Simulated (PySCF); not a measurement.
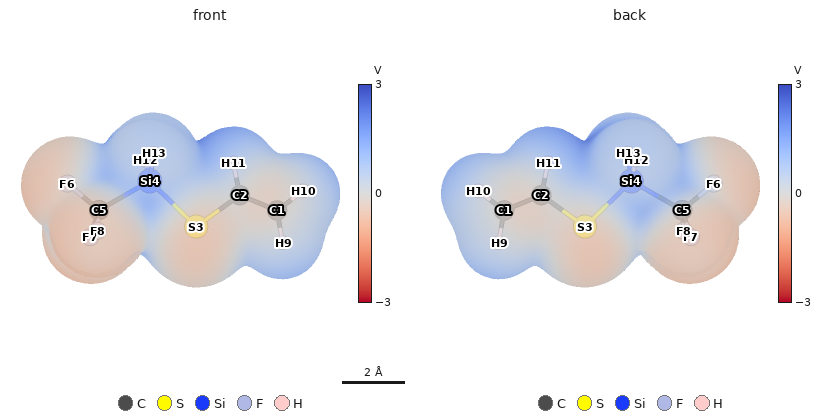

Figure 1: C3H5F3SSi. The electrostatic potential painted on the density surface at 0.002 e/bohr³, seen from the front and from behind; red is negative and blue positive.

Geometry: GFN2-xTB.

The calculation used PySCF, CAM-B3LYP/def2-SVPD, SCF density, gas phase.

The calculation's input:

```
{"job": {"kind": "uv", "xc": "CAM-B3LYP", "basis": "def2-SVPD", "nstates": 8, "ntriplets": 3}, "charge": 0, "multiplicity": 1}
C     -3.089802     0.687378    -0.521982
C     -1.943726     0.402281     0.066279
S     -0.441817     0.172733    -0.849537
Si     0.897554    -0.240499     0.746431
C      2.624222    -0.524474    -0.077107
F      3.549372    -0.799220     0.866224
F      2.650134    -1.558680    -0.935107
F      3.084616     0.545004    -0.748490
H     -3.162099     0.793148    -1.589968
H     -3.990428     0.822691     0.051329
H     -1.843105     0.290451     1.133049
H      0.585491    -1.484856     1.439572
H      1.075201     0.894529     1.644395
```

Command:

```sh
OMP_NUM_THREADS=1 python probes_run.py task.json out
```

Describe the electrostatic potential map.

Answer. The most negative region (about −0.6 V, or −14 kcal/mol for a unit charge) lies over F6, F7 and F8, the most positive (about +2.0 V, or +46 kcal/mol for a unit charge) over Si4.

What dipole moment does the calculation give?

Answer. Its dipole moment is 3.46 D.
